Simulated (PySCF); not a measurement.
**One shape, several levels: SnO (tin(ii) oxide)**

We compute a comparison of 6 runs (HF/STO-3G, HF/def2-SVP, TPSS/STO-3G, PBE0/def2-SVP, PBE/def2-TZVP, MP2/def2-SVP) of SnO (tin(ii) oxide). Input form: a Python script.

The results are computed with PySCF 2.14.0.

**1. The molecule**

SnO: 2 atoms, total charge 0, spin state singlet. SMILES: `[O]=[Sn]`. The shape is that of a PBE0-D4/def2-TZVP optimisation.

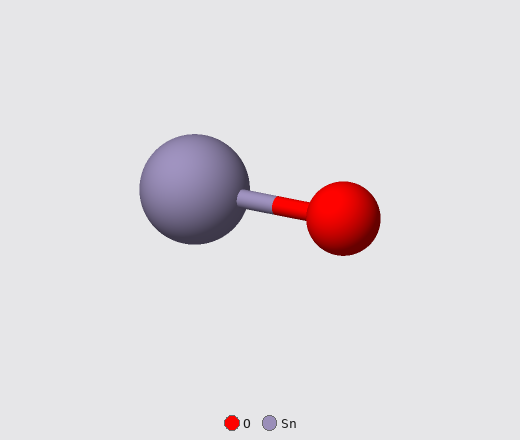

Viewed from a chosen angle; oxygen red, tin purple.

**2. Energy and forces at HF/STO-3G (run 1)**

Contents of job.py:

```python
# tin(ii) oxide
from pyscf import gto, scf

mol = gto.M(
    atom='''
O        0.000000       0.000000      -0.007080
Sn       0.000000       0.000000       1.810660
''',
    basis='sto-3g',
    max_memory=1860,
    verbose=3,
)

hf = scf.RHF(mol)
hf.conv_tol = 1e-10
hf.kernel()
if not hf.converged:
    hf = hf.newton().run(hf.mo_coeff, hf.mo_occ)

e_tot = hf.e_tot
print(f'total energy: {e_tot:.8f} hartree')
grad = hf.nuc_grad_method().kernel()
hf.analyze()
```

Run with:

```bash
$ OMP_NUM_THREADS=1 python job.py
```

Standard output:

```text
converged SCF energy = -6037.04640013972
total energy: -6037.04640014 hartree
--------------- RHF gradients ---------------
         x                y                z
0 O    -0.0000000000     0.0000000000    -0.0883970640
1 Sn     0.0000000000    -0.0000000000     0.0883970640
----------------------------------------------
**** MO energy ****
MO #1   energy= -1029.81850267812  occ= 2
MO #2   energy= -153.45377140669   occ= 2
MO #3   energy= -145.282821284467  occ= 2
MO #4   energy= -145.282821284466  occ= 2
MO #5   energy= -145.282193722521  occ= 2
MO #6   energy= -29.5340500192262  occ= 2
MO #7   energy= -26.5167410690872  occ= 2
MO #8   energy= -26.5167410690871  occ= 2
MO #9   energy= -26.5145239781579  occ= 2
MO #10  energy= -20.0753256632215  occ= 2
MO #11  energy= -18.1195100480278  occ= 2
MO #12  energy= -18.1195100480278  occ= 2
MO #13  energy= -18.1172261338936  occ= 2
MO #14  energy= -18.1172261338935  occ= 2
MO #15  energy= -18.115587560804   occ= 2
MO #16  energy= -4.75288732772944  occ= 2
MO #17  energy= -3.50767108749665  occ= 2
MO #18  energy= -3.50767108749657  occ= 2
MO #19  energy= -3.49760957061874  occ= 2
MO #20  energy= -1.09590436713199  occ= 2
MO #21  energy= -0.828694934491019 occ= 2
MO #22  energy= -0.828694934490994 occ= 2
MO #23  energy= -0.821273437401857 occ= 2
MO #24  energy= -0.821273437401831 occ= 2
MO #25  energy= -0.806546841479703 occ= 2
MO #26  energy= -0.37552632791154  occ= 2
MO #27  energy= -0.24472601927411  occ= 2
MO #28  energy= -0.244726019274098 occ= 2
MO #29  energy= -0.218580705078027 occ= 2
MO #30  energy= 0.21477221817992   occ= 0
MO #31  energy= 0.214772218179927  occ= 0
MO #32  energy= 0.493867879911294  occ= 0
 ** Mulliken atomic charges  **
charge of    0O =     -0.36743
charge of    1Sn =      0.36743
Dipole moment(X, Y, Z, Debye):  0.00000,  0.00000,  1.85189
```

Run time: 2.3 s. Hardware: 1 thread of Arm Neoverse N1, shared host; peak memory 0.12 GiB.

**3. Energy and gradient at HF/def2-SVP (core potential) (run 2)**

Contents of calc.py:

```python
# tin(ii) oxide
import pyscf.grad
from pyscf import gto, scf

molecule = gto.Mole()
molecule.atom = 'O -0.000000 0.000000 -0.007080; Sn 0.000000 -0.000000 1.810660'
molecule.verbose = 3
molecule.charge = 0
molecule.ecp = {'Sn': 'def2-svp'}
molecule.max_memory = 1860
molecule.basis = 'def2-svp'
molecule.build()

hf = scf.RHF(molecule)
hf.conv_tol = 1e-10
hf.kernel()
if not hf.converged:
    hf = hf.newton().run(hf.mo_coeff, hf.mo_occ)

energy = hf.e_tot
print('E = %.10f Eh' % energy)
grad = hf.Gradients().kernel()
dip = hf.dip_moment()
pop, q = hf.mulliken_pop()
```

Run with:

```bash
$ OMP_NUM_THREADS=1 python calc.py
```

Standard output:

```text
converged SCF energy = -288.103567992908
E = -288.1035679929 Eh
--------------- RHF gradients ---------------
         x                y                z
0 O    -0.0000000000    -0.0000000000    -0.0141117266
1 Sn     0.0000000000     0.0000000000     0.0141117266
----------------------------------------------
Dipole moment(X, Y, Z, Debye): -0.00000, -0.00000,  4.93729
 ** Mulliken pop  **
pop of  0 O 1s            1.99177
pop of  0 O 2s            1.08295
pop of  0 O 3s            0.83467
pop of  0 O 2px           0.87907
pop of  0 O 2py           0.87907
pop of  0 O 2pz           0.91665
pop of  0 O 3px           0.75623
pop of  0 O 3py           0.75623
pop of  0 O 3pz           0.66622
pop of  0 O 3dxy          0.00001
pop of  0 O 3dyz          0.00212
pop of  0 O 3dz^2         0.00329
pop of  0 O 3dxz          0.00212
pop of  0 O 3dx2-y2       0.00001
pop of  1 Sn 4s           1.59836
pop of  1 Sn 5s           0.42877
pop of  1 Sn 6s           1.16167
pop of  1 Sn 7s           0.64216
pop of  1 Sn 4px          1.09327
pop of  1 Sn 4py          1.09327
pop of  1 Sn 4pz          1.07366
pop of  1 Sn 5px          0.90353
pop of  1 Sn 5py          0.90353
pop of  1 Sn 5pz          0.93191
pop of  1 Sn 6px          0.16922
pop of  1 Sn 6py          0.16922
pop of  1 Sn 6pz          0.52049
pop of  1 Sn 7px          0.14435
pop of  1 Sn 7py          0.14435
pop of  1 Sn 7pz          0.13227
pop of  1 Sn 4dxy         1.95584
pop of  1 Sn 4dyz         1.95830
pop of  1 Sn 4dz^2        1.95180
pop of  1 Sn 4dxz         1.95830
pop of  1 Sn 4dx2-y2      1.95584
pop of  1 Sn 5dxy         0.04415
pop of  1 Sn 5dyz         0.09389
pop of  1 Sn 5dz^2        0.06336
pop of  1 Sn 5dxz         0.09389
pop of  1 Sn 5dx2-y2      0.04415
 ** Mulliken atomic charges  **
charge of    0O =     -0.77041
charge of    1Sn =      0.77041
```

It took 2.2 s on 1 thread of Arm Neoverse N1, shared host; peak memory 0.12 GiB.

**4. Energy and gradient at TPSS/STO-3G (run 3)**

Contents of run.py:

```python
import pyscf.grad
from pyscf import gto, dft

molecule = gto.Mole()
molecule.atom = '''
O      0.000000     0.000000    -0.007080
Sn     0.000000     0.000000     1.810660
'''
molecule.basis = 'sto-3g'
molecule.charge = 0
molecule.max_memory = 1860
molecule.verbose = 3
molecule.build()

mf = dft.RKS(molecule)
mf.xc = 'tpss'
mf.conv_tol = 1e-10
mf.grids.level = 5
mf.kernel()
if not mf.converged:
    mf = mf.newton().run(mf.mo_coeff, mf.mo_occ)

energy = mf.e_tot
print(f'total energy: {energy:.8f} hartree')
grad = mf.Gradients().kernel()
dip = mf.dip_moment()
pop, q = mf.mulliken_pop()
```

Run with:

```bash
$ OMP_NUM_THREADS=1 python run.py
```

Standard output:

```text
converged SCF energy = -6039.20892633488
total energy: -6039.20892633 hartree
--------------- RKS gradients ---------------
         x                y                z
0 O    -0.0000000000    -0.0000000000    -0.0317020911
1 Sn     0.0000000000     0.0000000000     0.0316941926
----------------------------------------------
Dipole moment(X, Y, Z, Debye):  0.00000,  0.00000,  0.77982
 ** Mulliken pop  **
pop of  0 O 1s            1.99898
pop of  0 O 2s            1.96202
pop of  0 O 2px           1.41829
pop of  0 O 2py           1.41829
pop of  0 O 2pz           1.49700
pop of  1 Sn 1s           2.00000
pop of  1 Sn 2s           1.99995
pop of  1 Sn 3s           1.99975
pop of  1 Sn 4s           2.00093
pop of  1 Sn 5s           1.86990
pop of  1 Sn 2px          2.00007
pop of  1 Sn 2py          2.00007
pop of  1 Sn 2pz          2.00006
pop of  1 Sn 3px          1.99787
pop of  1 Sn 3py          1.99787
pop of  1 Sn 3pz          1.99824
pop of  1 Sn 4px          1.98826
pop of  1 Sn 4py          1.98826
pop of  1 Sn 4pz          1.99359
pop of  1 Sn 5px          0.59889
pop of  1 Sn 5py          0.59889
pop of  1 Sn 5pz          0.73370
pop of  1 Sn 3dxy         2.00000
pop of  1 Sn 3dyz         1.99989
pop of  1 Sn 3dz^2        1.99813
pop of  1 Sn 3dxz         1.99989
pop of  1 Sn 3dx2-y2      2.00000
pop of  1 Sn 4dxy         2.00000
pop of  1 Sn 4dyz         1.99673
pop of  1 Sn 4dz^2        1.94775
pop of  1 Sn 4dxz         1.99673
pop of  1 Sn 4dx2-y2      2.00000
 ** Mulliken atomic charges  **
charge of    0O =     -0.29458
charge of    1Sn =      0.29458
```

Run time: 9.9 s. Hardware: 1 thread of Arm Neoverse N1, shared host; peak memory 0.37 GiB.

Runs 4 to 5 aren't shown in full; the table further down has their settings and results.

**5. Energy and forces at MP2/def2-SVP (core potential) (run 6)**

Contents of job.py:

```python
from pyscf import gto, scf, mp

mol = gto.Mole()
mol.atom = '''
O      0.000000     0.000000    -0.007080
Sn     0.000000     0.000000     1.810660
'''
mol.verbose = 3
mol.ecp = {'Sn': 'def2-svp'}
mol.basis = 'def2-svp'
mol.charge = 0
mol.max_memory = 1860
mol.build()

mf = scf.RHF(mol)
mf.conv_tol = 1e-10
mf.kernel()
if not mf.converged:
    mf = mf.newton().run(mf.mo_coeff, mf.mo_occ)

pt = mp.MP2(mf, frozen=5).run()
e_final = pt.e_tot
print('E = %.10f Eh' % e_final)
grad = pt.nuc_grad_method().kernel()
dip = mf.dip_moment()
pop, q = mf.mulliken_pop()
```

Run with:

```bash
$ OMP_NUM_THREADS=1 python job.py
```

Standard output:

```text
converged SCF energy = -288.103567992908
E(RMP2) = -288.411613336238  E_corr = -0.308045343330744
E(SCS-RMP2) = -288.398058176734  E_corr = -0.29449018382649
E = -288.4116133362 Eh
--------------- RMP2 gradients ---------------
         x                y                z
0 O    -0.0000000000    -0.0000000000     0.0421839877
1 Sn     0.0000000000     0.0000000000    -0.0421839877
----------------------------------------------
Dipole moment(X, Y, Z, Debye): -0.00000, -0.00000,  4.93729
 ** Mulliken pop  **
pop of  0 O 1s            1.99177
pop of  0 O 2s            1.08295
pop of  0 O 3s            0.83467
pop of  0 O 2px           0.87907
pop of  0 O 2py           0.87907
pop of  0 O 2pz           0.91665
pop of  0 O 3px           0.75623
pop of  0 O 3py           0.75623
pop of  0 O 3pz           0.66622
pop of  0 O 3dxy          0.00001
pop of  0 O 3dyz          0.00212
pop of  0 O 3dz^2         0.00329
pop of  0 O 3dxz          0.00212
pop of  0 O 3dx2-y2       0.00001
pop of  1 Sn 4s           1.59836
pop of  1 Sn 5s           0.42877
pop of  1 Sn 6s           1.16167
pop of  1 Sn 7s           0.64216
pop of  1 Sn 4px          1.09327
pop of  1 Sn 4py          1.09327
pop of  1 Sn 4pz          1.07366
pop of  1 Sn 5px          0.90353
pop of  1 Sn 5py          0.90353
pop of  1 Sn 5pz          0.93191
pop of  1 Sn 6px          0.16922
pop of  1 Sn 6py          0.16922
pop of  1 Sn 6pz          0.52049
pop of  1 Sn 7px          0.14435
pop of  1 Sn 7py          0.14435
pop of  1 Sn 7pz          0.13227
pop of  1 Sn 4dxy         1.95584
pop of  1 Sn 4dyz         1.95830
pop of  1 Sn 4dz^2        1.95180
pop of  1 Sn 4dxz         1.95830
pop of  1 Sn 4dx2-y2      1.95584
pop of  1 Sn 5dxy         0.04415
pop of  1 Sn 5dyz         0.09389
pop of  1 Sn 5dz^2        0.06336
pop of  1 Sn 5dxz         0.09389
pop of  1 Sn 5dx2-y2      0.04415
 ** Mulliken atomic charges  **
charge of    0O =     -0.77041
charge of    1Sn =      0.77041
```

Run time: 2.8 s. Hardware: 1 thread of Arm Neoverse N1, shared host; peak memory 0.17 GiB.

**6. All runs side by side**

```
run                           level  core potential  integration grid   energy (Eh)  dipole moment (D) of the reference  HOMO energy (eV)  LUMO energy (eV)  wall time
  1                       HF/STO-3G               –                 –  -6037.046400                                1.85             -5.95              5.84      2.3 s
  2    HF/def2-SVP (core potential)        def2-svp                 –   -288.103568                                4.94            -10.34              0.62      2.2 s
  3                     TPSS/STO-3G               –                 5  -6039.208926                                0.78             -2.45              1.29      9.9 s
  4  PBE0/def2-SVP (core potential)        def2-svp                 5   -289.363243                                3.84             -7.57             -2.07      6.3 s
  5  PBE/def2-TZVP (core potential)        def2-svp                 5   -289.485126                                3.80             -6.40             -2.93       18 s
  6   MP2/def2-SVP (core potential)        def2-svp                 –   -288.411613                                4.94            -10.34              0.62      2.8 s
```

**7. What came out**

```
                                          quantity          value
                               run 6: total energy  -288.41161 Eh
       run 6: dipole moment (Hartree–Fock density)         4.94 D
        run 6: HOMO energy (Hartree–Fock orbitals)      -10.34 eV
        run 6: LUMO energy (Hartree–Fock orbitals)        0.62 eV
      run 6: HOMO–LUMO gap (Hartree–Fock orbitals)       10.95 eV
run 6: correlation energy (5 core orbitals frozen)     -308.0 mEh
                   run 6: largest force on an atom     2.169 eV/Å
```

In words: Over runs 1, 2, 3, 4, 5 the dipole moment (its size) runs from 0.78 D (TPSS/STO-3G) to 4.94 D (HF/def2-SVP). The two ends differ in method and basis and core potential. Over runs 1, 2, 3, 4, 5 the HOMO–LUMO gap runs from 3.47 eV (PBE/def2-TZVP) to 11.79 eV (HF/STO-3G). Totals of different functionals can't be ranked against each other. Some runs of one species differ in core potentials or relativity; totals across that change don't compare. In runs 1, 3 the basis is minimal, so the values are rough. In runs 1, 3 relativity is left out where basis or elements ask for it. All runs together took 42 s, the longest 18 s.
